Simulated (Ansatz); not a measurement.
# ZnPIrO: relaxing a made-up structure, part 2 of 2

Starting from a made-up structure for ZnPIrO, the aim is the relaxed cell, its shortest contacts and, where a second run follows, its electronic structure.

Ansatz 0.2.0; DFT, PBE, plane-wave PAW, files of the set soft_1, scalar-relativistic, no spin, cell and ions relaxed at zero pressure; PAW set soft_1 (the session's first sound run).

So far: The starting structure; Relaxing cell and atoms. The relaxed cell has a = 3.834, c = 25.234 Å (conventional setting).

## (3) Bands of the relaxed cell

With the geometry fixed, one more self-consistent run, with a narrower smearing and the mesh shown in its input, gives the bands, and its pressure, and its forces where symmetry allows any, show how far the geometry depends on these settings.

This step: DFT, PBE, plane-wave PAW, files of the set soft_1, scalar-relativistic, no spin, bands and density of states at the relaxed cell; PAW set soft_1 (Ansatz 0.2.0).

input.yaml reads:

```yaml
crystal:
  lattice:
    - [1.9171048704, 1.106841013, 8.4114006829]
    - [-1.9171048704, 1.106841013, 8.4114006829]
    - [0.0, -2.213682026, 8.4114006829]
  atoms:
    - { symbol: Ir, position: [0.3912437911, 0.3912437911, 0.3912437911] }
    - { symbol: Ir, position: [0.6087562089, 0.6087562089, 0.6087562089] }
    - { symbol: Zn, position: [0.8050319194, 0.8050319194, 0.8050319194] }
    - { symbol: Zn, position: [0.1949680806, 0.1949680806, 0.1949680806] }
    - { symbol: P, position: [0.9107323666, 0.9107323666, 0.9107323666] }
    - { symbol: P, position: [0.0892676334, 0.0892676334, 0.0892676334] }
    - { symbol: O, position: [0.3077563243, 0.3077563243, 0.3077563243] }
    - { symbol: O, position: [0.6922436757, 0.6922436757, 0.6922436757] }
kpoints:
  mp_grid: { grid: [10, 10, 10] }
  band_path:
    path:
      - [[0.0, 0.0, 0.0], [0.5, 0.0, 0.0], [0.5, 0.1782103, -0.1782103]]
      - [[0.8217897, 0.5, 0.1782103], [0.5, 0.5, 0.5], [0.0, 0.0, 0.0], [0.33910515, 0.0, -0.33910515]]
      - [[0.66089485, 0.33910515, 0.0], [0.5, 0.5, 0.0], [0.66089485, 0.66089485, 0.1782103], [0.5, 0.5, 0.5]]
      - [[0.5, 0.0, 0.0], [0.8217897, 0.33910515, 0.33910515]]
    npoints: 8
scf:
  occupations: { method: fermi_dirac, width: 0.03 }
  n_extra_bands: 12
hamiltonian:
  xc: pbe
  pseudopotentials: { kind: paw, azcp: { folder: soft_1 } }
output:
  forces: true
  stress: true
  write_bands: true
  dos: { projected: true }
  write_density: true
  write_potential: true
  elf: true
  volumetric_format: npy
```

The run is started by

```console
$ ansatz run input.yaml --threads 4 --pin off --max-ram 10240MiB --backend cpu --events-out ev --progress --plain --runs-dir out
```

Numbers of over 12 decimals in the logs are rounded to 6 here.

The log of the run:

```text
[...]
Crystal: 8 atoms, lattice volume = 107.090 Å³
Basis set: ecut = 420 eV, 2081 PW (Γ), FFT grids on a1−a2, a2, −a2+a3, exchange–correlation on 54×120×54 points (8 copies of the dense FFT grid, shifted against one another)
Bands: 52, of which v1, the nominal top of the filled ones, is band 40 counted from 1 (39 counted from 0)
Symmetry: 12 space group operations
[...]
k-points: 116 of 1000
[...]
SCF iter   1: F=—  HF=-33159.054266 eV  |F-HF|=—  |Δ(HF+E_count)|=         —  Δρ=1.69e-1  dr2=6.18e1  ethr=3.10e-3  ⟨swp⟩=7.9  Hψ=29959  notcnv=0  defer=45
[...]
SCF iter  12: F=-33153.664158 eV  HF=-33153.664158 eV  |F-HF|=2.36e-8  |Δ(HF+E_count)|=   6.58e-8  Δρ=5.54e-6  dr2=2.87e-8  ethr=1.25e-10  ⟨swp⟩=19.0  Hψ=47258  notcnv=0
SCF 1 converged in 12 iterations: F = -33153.664158 eV  dr2 = 2.87e-8
[...]
NSCF: frozen V_eff on 76 k-points
SCF converged after 12 iterations
Free energy (F): -33153.664158 eV
[...]
Internal energy: -33153.655437 eV  (E = F + TS)
E sigma→0 (E₀):  -33153.659798 eV
Entropy (-TS):   -0.008721 eV (-1.090 meV/atom)
Fermi energy:    13.667564 eV
[...]
--- Forces (eV/Å), atoms counted from 1 ---
  atom   1  Ir    -0.00000000    -0.00000000     0.03390090
  atom   2  Ir     0.00000000     0.00000000    -0.03390090
  atom   3  Zn     0.00000000    -0.00000000     0.01801577
  atom   4  Zn     0.00000000     0.00000000    -0.01801577
  atom   5  P     -0.00000000    -0.00000000    -0.05641009
  atom   6  P      0.00000000     0.00000000     0.05641009
  atom   7  O      0.00000000     0.00000000    -0.02289399
  atom   8  O     -0.00000000    -0.00000000     0.02289399
  max |Σ_I F_I| component: 6.94e-18 eV/Å
--- Stress (GPa, compression-positive) ---
        0.009416      -0.000000      -0.000000
       -0.000000       0.009416       0.000000
       -0.000000       0.000000      -0.121465
  P = ⅓ Tr σ = -0.0342 GPa (-0.342 kbar)
--- Band table (eV; the first three rows and the last of 116) ---
  k-point 0: bands = [... 36 lower, 12.5507, 12.5507, 13.3204, 14.8333, 15.2390, 15.7115, 15.7115, 15.9979, ... 8 higher]
  k-point 1: bands = [... 36 lower, 12.4062, 12.6203, 13.4359, 14.4280, 14.9780, 15.1443, 15.3624, 16.4758, ... 8 higher]
  k-point 2: bands = [... 36 lower, 12.1846, 12.6309, 13.0072, 13.7985, 14.7274, 14.8204, 15.0472, 16.4202, ... 8 higher]
  k-point 115: bands = [... 36 lower, 12.4259, 12.4259, 13.0436, 14.6232, 15.7064, 15.7064, 16.0930, 16.8322, ... 8 higher]
```

The job ended after 18 s (4 threads of Intel Xeon 6975P-C (Granite Rapids), shared host; peak memory 0.85 GiB).

This step gave:

- free energy: -33153.6642 eV
- energy at zero smearing: -33153.6598 eV
- smearing term TS: 0.008721 eV
- pressure: -0.03421 GPa

From bands.tsv, the bands that come nearest the Fermi level along the path, at its corners, in eV from the Fermi level:

| point | band 37 | band 38 | band 39 | band 40 | band 41 | band 42 | band 43 | band 44 |
| --- | --- | --- | --- | --- | --- | --- | --- | --- |
| Γ | -1.12 | -1.12 | -0.35 | 1.17 | 1.57 | 2.04 | 2.04 | 2.33 |
| L | -1.97 | -1.31 | -1.05 | -0.51 | 0.75 | 0.96 | 0.98 | 1.64 |
| B1 | -1.79 | -1.49 | -1.12 | -0.78 | 0.19 | 0.41 | 1.43 | 1.81 |
| B | -1.79 | -1.49 | -1.12 | -0.78 | 0.19 | 0.41 | 1.43 | 1.81 |
| Z | -1.24 | -1.24 | -0.62 | 0.96 | 2.04 | 2.04 | 2.43 | 3.16 |
| Γ | -1.12 | -1.12 | -0.35 | 1.17 | 1.57 | 2.04 | 2.04 | 2.33 |
| X | -1.76 | -1.52 | -1.05 | -0.82 | 0.26 | 0.38 | 1.42 | 1.78 |
| Q | -1.76 | -1.52 | -1.05 | -0.82 | 0.26 | 0.38 | 1.42 | 1.78 |
| F | -1.95 | -1.95 | -0.60 | -0.55 | 0.53 | 0.79 | 1.47 | 1.78 |
| P1 | -1.94 | -1.84 | -0.82 | -0.36 | 0.63 | 0.84 | 1.18 | 1.86 |
| Z | -1.24 | -1.24 | -0.62 | 0.96 | 2.04 | 2.04 | 2.43 | 3.16 |
| L | -1.97 | -1.31 | -1.05 | -0.51 | 0.75 | 0.96 | 0.98 | 1.64 |
| P | -1.94 | -1.84 | -0.82 | -0.36 | 0.63 | 0.84 | 1.18 | 1.86 |

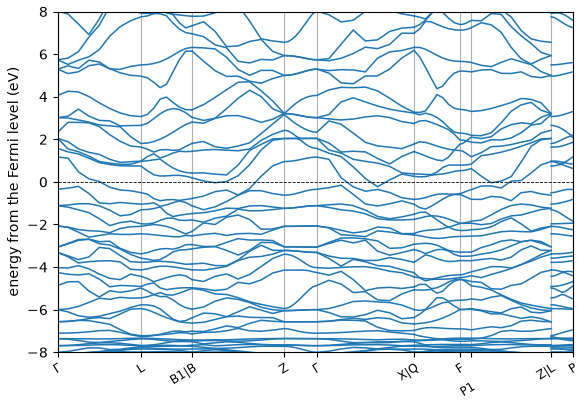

Bands along the path. 14 bands lie wholly below the window drawn.

Counts of states for the cell as run, both spins, by energy window (eV from the Fermi level):

```
from  to  total
  -8  -7  16.18
  -7  -6   5.65
  -6  -5   4.38
  -5  -4   4.74
  -4  -3   5.56
  -3  -2   5.45
  -2  -1   5.15
  -1   0   3.08
   0   1   3.34
   1   2   4.20
   2   3   2.99
   3   4   2.84
   4   5   1.90
   5   6   3.09
```

Below -8 eV lie 29.7 more states.

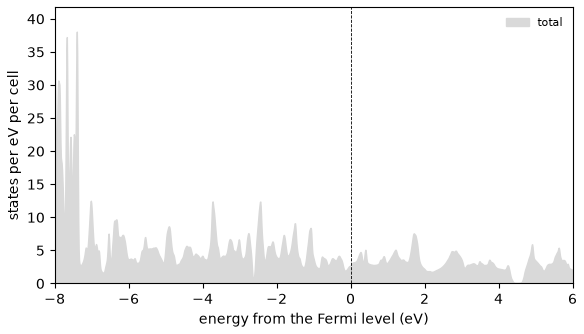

Total density of states, smoothed over about 0.04 eV.

Force by atom:

```csv
atom,x (eV/Å),y (eV/Å),z (eV/Å),size
Ir1,0.0000,0.0000,0.0339,0.0339
Ir2,0.0000,0.0000,-0.0339,0.0339
Zn3,0.0000,0.0000,0.0180,0.0180
Zn4,0.0000,0.0000,-0.0180,0.0180
P5,0.0000,0.0000,-0.0564,0.0564
P6,0.0000,0.0000,0.0564,0.0564
O7,0.0000,0.0000,-0.0229,0.0229
O8,0.0000,0.0000,0.0229,0.0229
```

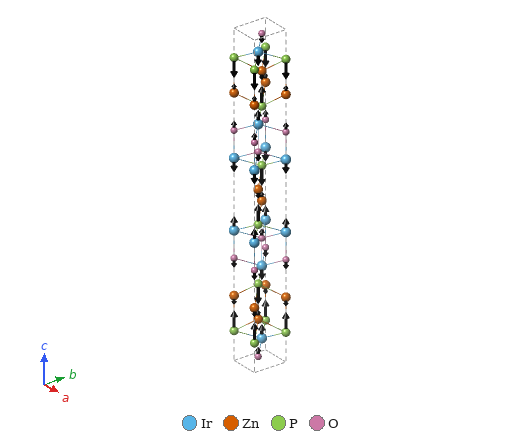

Force as arrows, the longest 0.0564 eV/Å. Some periodic images of atoms are drawn too.

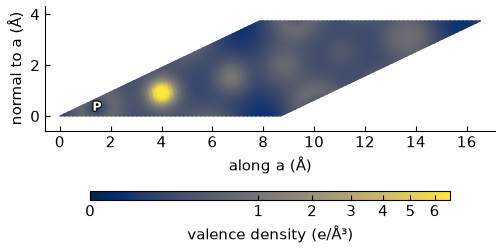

Valence density in the ac plane of the cell as run, not the conventional one, at fractional y = 0.089, with atoms of P within 0.2 Å of it. It is the smooth field of the valence electrons, not physical close to the nuclei. The colour scale is stretched toward low values.

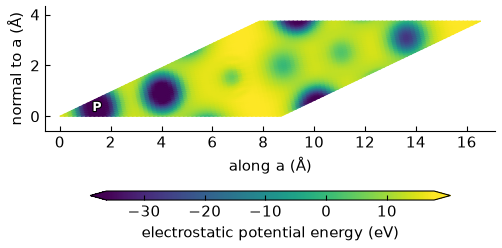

Electrostatic potential energy in the ac plane of the cell as run, not the conventional one, at fractional y = 0.089, with atoms of P within 0.2 Å of it. With pseudopotentials it is smooth inside the atoms' cores, unlike the true potential.

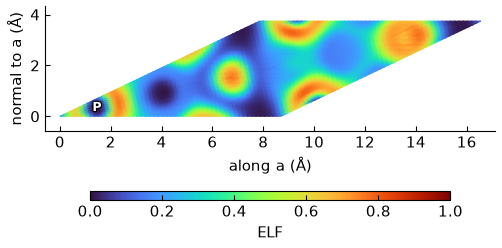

ELF in the ac plane of the cell as run, not the conventional one, at fractional y = 0.089, with atoms of P within 0.2 Å of it. It is the smooth field of the valence electrons, not physical close to the nuclei.

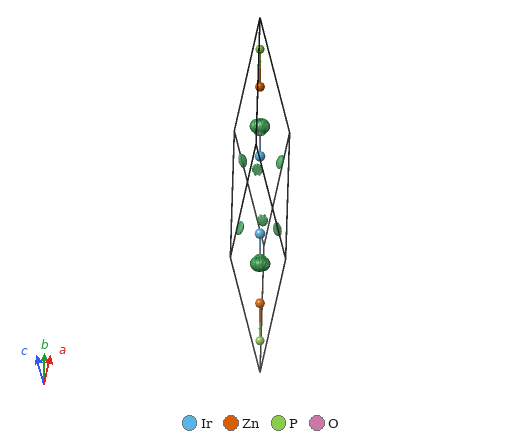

Surface of ELF = 0.78. Drawn on the cell as run, not the conventional one.

## (4) Outcome

```yaml
space_group_relaxed: R-3m
conventional_cell: a = 3.834, b = 3.834, c = 25.234 Å; α = 90.0°, β = 90.0°, γ = 120.0°
volume_per_atom: 13.39 Å³ (guess 13.56)
```

In words: ZnPIrO relaxes to R-3m with a = 3.834, b = 3.834 and c = 25.234 Å. The guessed volume was near the relaxed one. The space group R-3m was held in the relaxation, so the end point is a stationary structure within it and may be a saddle against distortions or other arrangements. Bands cross the Fermi level, so it is a metal or semimetal at this level. On the 10×10×10 mesh with the narrower smearing (relaxed on 8×8×8) the largest force component is 0.056 eV/Å and the largest stress component is 0.121 GPa, against the relaxation's thresholds of 0.015 eV/Å and 0.05 GPa. The cutoff wasn't tested. A vector of the cell changed its length by 9 %, more than the volume shows. Spin-orbit coupling is left out, which can matter for elements this heavy. No dispersion term is used, so weakly bound directions may come out too long. The runs have no spin, and magnetism wasn't tested. Nothing here tests whether the compound is stable against decomposition.

[Logs are printed without paths, hosts, clocks, repeated set-up lines and the standing remarks that a program may print on its own settings, such as how far it seeks lower states.]

[Hosts, paths, dates, database ids (printed as entryN), source tags and the programs' standing remarks are cut or masked in the printed files.]
